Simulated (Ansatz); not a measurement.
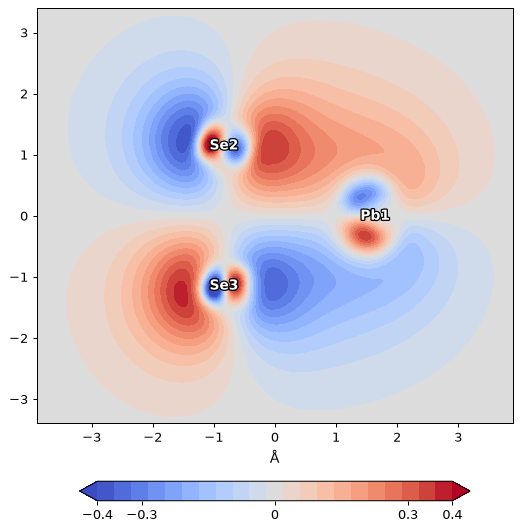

Figure. PbSe2 (charge +1, doublet). One frontier orbital on the molecular plane (values in Å⁻³ᐟ²; the overall sign is arbitrary).

Geometry: r2SCAN-D4/def2-TZVP; core potentials replace the inner electrons of Pb.

Theory: Ansatz 0.2.0, UKS PBE0-D4/def2-TZVP.

**Which orbital is it: HOMO (β) or LUMO (β)?**

The HOMO (β), at −12.19 eV. By Hirshfeld shares it lies mainly on Se2 (about 35 %), Se3 (about 35 %) and Pb1 (about 30 %); it is symmetric in the molecular plane (an in-plane orbital: σ, lone-pair or in-plane π type).
